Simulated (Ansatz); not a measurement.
**Run report: C$_{2}$H$_{5}$FGeO$_{2}$, phonon calculation**

C$_{2}$H$_{5}$FGeO$_{2}$, computed with RKS PBE0/def2-SVP (Ansatz 0.2.0).

It belongs to a series of runs on one base structure; here: vibrations at the highest image of the band. Figures and captions count atoms from 1; the log counts them from 0 in places.

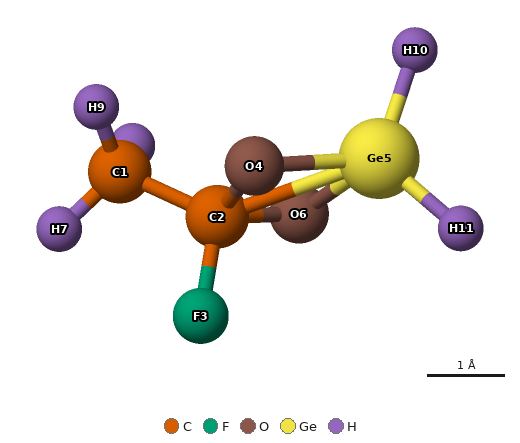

*The structure as given in the input (ball-and-stick view, seen at a tilt; atoms are numbered from 1 in the order of the input). Sticks mark near contacts.*

Bond lengths as drawn: C–C 1.52 Å, C–F 1.37 Å, C–Ge 2.29 Å, C–H 1.10 Å, C–O 1.40 Å, Ge–H 1.53 Å and Ge–O 1.81 Å.

### Input file
```yaml
crystal:
  periodic: [false, false, false]
  atoms:
    - { symbol: C, position_ang: [-1.578446, -0.487481, 0.055661] }
    - { symbol: C, position_ang: [-0.14322, -0.224603, 0.476429] }
    - { symbol: F, position_ang: [0.032563, -0.65138, 1.762461] }
    - { symbol: O, position_ang: [0.226207, 1.128249, 0.414203] }
    - { symbol: Ge, position_ang: [1.71411, 0.685372, -0.513936] }
    - { symbol: O, position_ang: [0.809569, -0.869655, -0.328262] }
    - { symbol: H, position_ang: [-2.133448, -0.954005, 0.878863] }
    - { symbol: H, position_ang: [-1.590279, -1.158897, -0.811852] }
    - { symbol: H, position_ang: [-2.062566, 0.459615, -0.213041] }
    - { symbol: H, position_ang: [1.749204, 1.227048, -1.947486] }
    - { symbol: H, position_ang: [3.041806, 0.788736, 0.247662] }
basis:
  gaussian: { orbitals: def2-SVP }
hamiltonian:
  xc: pbe0
phonons: {}
```

Hardware: 2 threads of Arm Neoverse V1, 24 GiB of memory available, shared host.

Command:
```bash
ansatz run input.yaml --threads 2 --pin off --max-ram 3072MiB --backend cpu --events-out ev --progress --plain --runs-dir out
```

### Log
```
Engine: ansatz 0.2.0, aarch64-unknown-linux-gnu
Functional definition: PBE0
  parameter a = 0.25
  parameter kappa = 0.804
  parameter beta = 0.06672455060314922
  exchange = (1 - a)*pbe_x(kappa = kappa, mu = beta*pi^2/3) + a*exact_x
  correlation = pbe_c(beta = beta)
1370 factors; integrals over basis functions are off by at most 3.1e-4 eV
mean field evaluation 1: about -65446.8289 eV, gradient 6.5e1 eV
mean field evaluation 2: about -65437.5369 eV, gradient 9.5e1 eV
mean field evaluation 4: about -65454.5547 eV, gradient 3.2e0 eV
mean field evaluation 8: about -65454.6182 eV, gradient 8.8e-2 eV
mean field evaluation 16: about -65454.6182 eV, gradient 4.1e-5 eV
mean field -65454.61817376 eV, -2405.4128511520 hartree, gradient 4.1e-5 eV, S^2 0.000000; 0 other end points of the search recorded, 0 dependent functions left out
the calculation of the forces begins
reference -65454.61820089 eV, -2405.4128521490 hartree; 37, 37 occupied and 90, 90 virtual orbitals, 1370 factors
these checks for a lower state are left out or cut short: stability, starts, cluster_reference, orbital_swaps, neighbouring_geometries, increment
1370 factors; integrals over basis functions are off by at most 3.1e-4 eV
mean field -65454.61801923 eV, -2405.4128454732 hartree, gradient 2.8e-6 eV, S^2 0.000000; 0 other end points of the search recorded, 0 dependent functions left out
[... from here on the field's lines of each further geometry are left out, up to the last ...]
the calculation of the forces begins
reference -65454.61818195 eV, -2405.4128514530 hartree; 37, 37 occupied and 90, 90 virtual orbitals, 1370 factors
these checks for a lower state are left out or cut short: stability, starts, cluster_reference, orbital_swaps, neighbouring_geometries, increment
1370 factors; integrals over basis functions are off by at most 3.1e-4 eV
mean field -65454.61815578 eV, -2405.4128504912 hartree, gradient 8.7e-7 eV, S^2 0.000000; 0 other end points of the search recorded, 0 dependent functions left out
the calculation of the forces begins
reference -65454.61818291 eV, -2405.4128514881 hartree; 37, 37 occupied and 90, 90 virtual orbitals, 1370 factors
WARN: phonons: modes at or below zero, which the zero-point energy, F, S and C_V leave out: 1, the lowest at -234.29 cm⁻¹. A minimum has none, and a first-order saddle one
Total energy: -65454.61820089 eV, -2405.4128521490 hartree
Atom 0 at    -1.578446    -0.487481     0.055661 Å, force     0.000699     0.002763    -0.005128 eV/Å
Atom 1 at    -0.143220    -0.224603     0.476429 Å, force     0.007685    -0.008768     0.005377 eV/Å
Atom 2 at     0.032563    -0.651380     1.762461 Å, force    -0.002176    -0.001111     0.004006 eV/Å
Atom 3 at     0.226207     1.128249     0.414203 Å, force     0.000102     0.004457    -0.004020 eV/Å
Atom 4 at     1.714110     0.685372    -0.513936 Å, force     0.001533    -0.003733    -0.000563 eV/Å
Atom 5 at     0.809569    -0.869655    -0.328262 Å, force    -0.007333     0.001852    -0.000534 eV/Å
Atom 6 at    -2.133448    -0.954005     0.878863 Å, force     0.001105     0.000328     0.000995 eV/Å
Atom 7 at    -1.590279    -1.158897    -0.811852 Å, force    -0.000397    -0.000484    -0.000356 eV/Å
Atom 8 at    -2.062566     0.459615    -0.213041 Å, force     0.000324    -0.000056    -0.000240 eV/Å
Atom 9 at     1.749204     1.227048    -1.947486 Å, force    -0.001037     0.002194     0.000653 eV/Å
Atom 10 at     3.041806     0.788736     0.247662 Å, force    -0.000505     0.002560    -0.000192 eV/Å
Dipole moment:     0.286627     0.259119    -0.470901 e Å
Vibrations: -234.29 103.71 347.70 348.24 471.37 501.02 526.64 568.70 638.08 661.43 726.64 812.87 886.36 902.02 928.05 938.85 1184.24 1210.08 1275.97 1396.27 1449.60 1450.36 2185.37 2197.25 3091.57 3203.57 3204.37 cm⁻¹, zero-point energy 1.934794 eV
```

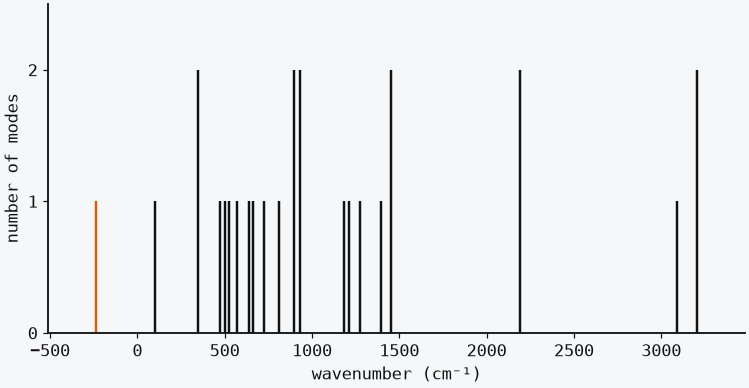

*Harmonic vibrational wavenumbers from the force constants; neighbouring modes closer than 16 cm⁻¹ are counted in one stick, and imaginary ones are drawn at negative wavenumbers.*

27 modes from 234i to 3204 cm⁻¹, 1 imaginary beyond 8i (234i cm⁻¹): a first-order saddle point, if the geometry is stationary.

### Key numbers

```csv
quantity,value
outcome,converged
total energy,−65454.6182 eV
mean-field energy,−65454.6182 eV
largest force (length of the vector),0.013 eV/Å
wall time,3.4 min (CPU time 6.6 min)
peak memory,0.35 GiB
```
